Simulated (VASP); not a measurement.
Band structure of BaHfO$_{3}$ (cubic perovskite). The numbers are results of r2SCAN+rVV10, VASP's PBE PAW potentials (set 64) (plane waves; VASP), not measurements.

Unless said otherwise, spin-orbit coupling is left out, though it shifts the bands of the heavy elements here.

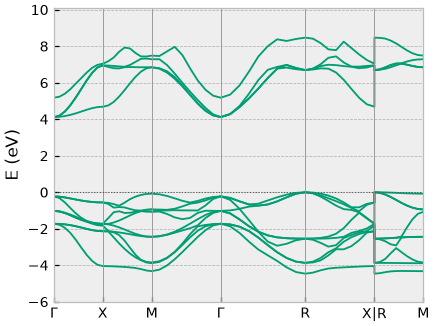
Figure: Bands along high-symmetry lines, zero at the valence-band maximum or, without a gap, the Fermi level

**Question.** Read the plot: is there a gap, and where are the band edges?

**Answer.** The gap is indirect, 4.12 eV, from the valence maximum at R to the conduction minimum at Γ.

The compound is BaHfO3 in the cubic perovskite structure. It was relaxed first.
